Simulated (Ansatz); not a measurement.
**H7N3OSi: density, localisation and related maps**

```csv
atom,x (Å),y (Å),z (Å)
Si,-0.0115,-0.0337,-0.0764
O,0.1202,-0.2844,1.6481
H,-0.7081,-0.4915,2.1332
N,1.6936,0.1094,-0.4496
H,2.3960,-0.1574,0.2325
H,2.0422,0.3801,-1.3621
N,-0.7728,1.3859,-0.7739
H,-1.7755,1.4520,-0.9205
H,-0.2672,2.2630,-0.8515
N,-1.0625,-1.3405,-0.6344
H,-1.0320,-2.2698,-0.2246
H,-1.5261,-1.2947,-1.5378
```

The calculation used RKS PBE/6-31G in Ansatz.

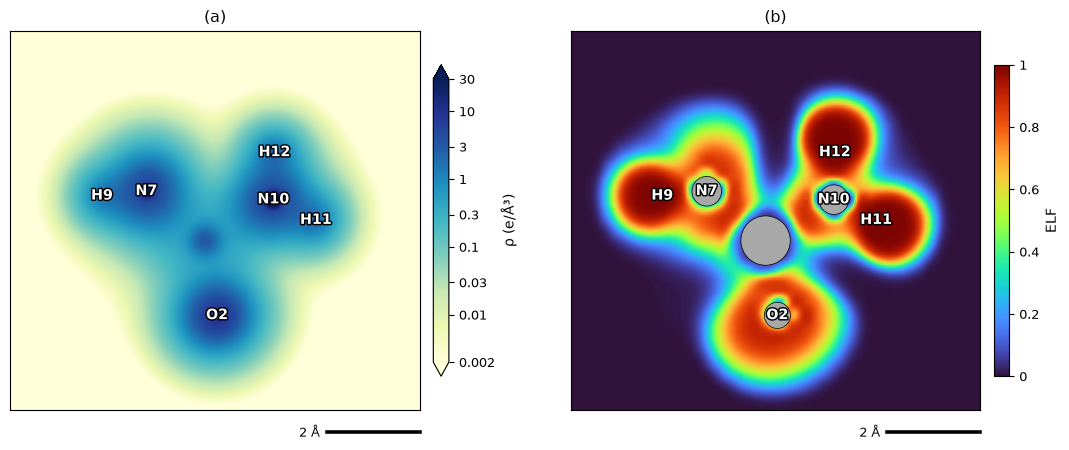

Figure 1. (a) electron density; (b) ELF on the plane of atoms H11, N10 and H12. Grey discs cover the atomic cores in the ELF map.

Interpret the plot.

Answer.
- The plane passes through O, N and H nuclei.
- N–H (1.02 Å): the density is about 2.7 e/Å³ at the midpoint; the ELF climbs to about 1 towards the hydrogen, as it does in any bond to H: a covalent bond by its length.
- The ELF also peaks beside O2 and N7, away from the bonds: lone-pair regions.

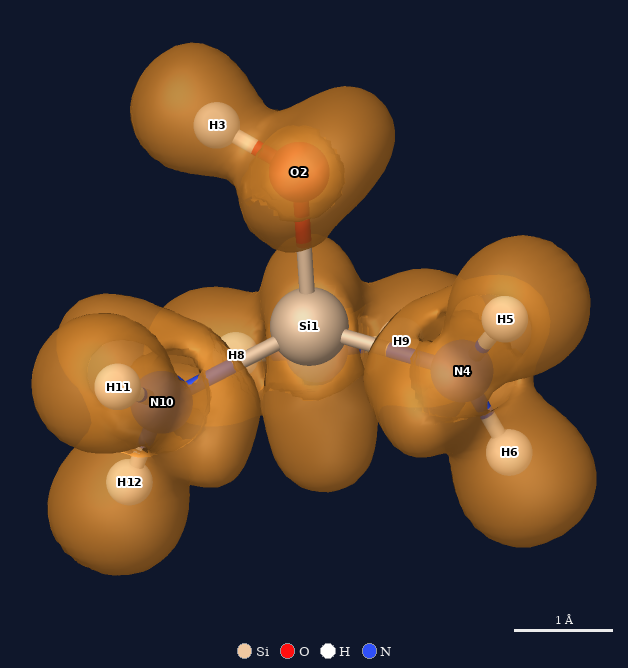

Figure 2. Isosurface of the electron localisation function at 0.75 (orange), seen from one side. Only the valence region is drawn (cores and ρ < 0.01 e/Å³ removed).

Identify the bonds, lone pairs and shells in this picture.

Answer. The surface consists of three joined regions spread over several atoms (H, N), in which their bonds and any lone pairs are merged and one joined region spread over several atoms (H, O), in which their bonds and any lone pairs are merged. Profiles from the grid: Si–O (1.75 Å): the ELF peaks at about 0.85 between the atoms; a polar covalent bond. Si–N (1.75 Å): the ELF peaks at about 0.90 between the atoms: a polar covalent bond.

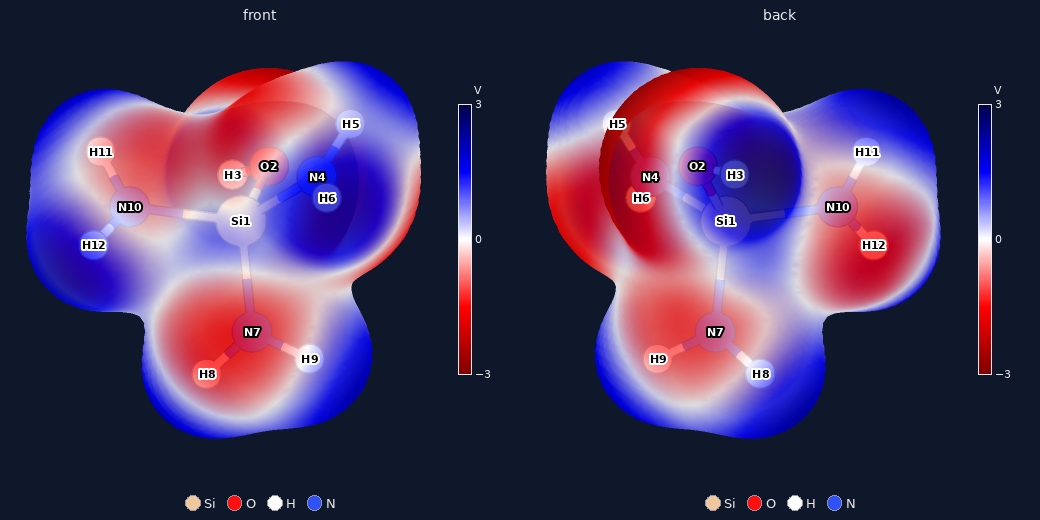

Figure 3. The electrostatic potential painted on the density surface at 0.004 e/bohr³, seen from the front and from behind; the colour scale runs from red (negative) to blue (positive).

Where is the surface potential most negative and most positive?

Answer. The most negative region (about −2.6 V) lies over O2, the most positive (about +2.6 V) over H3. O2 is the likeliest acceptor of a hydrogen bond.
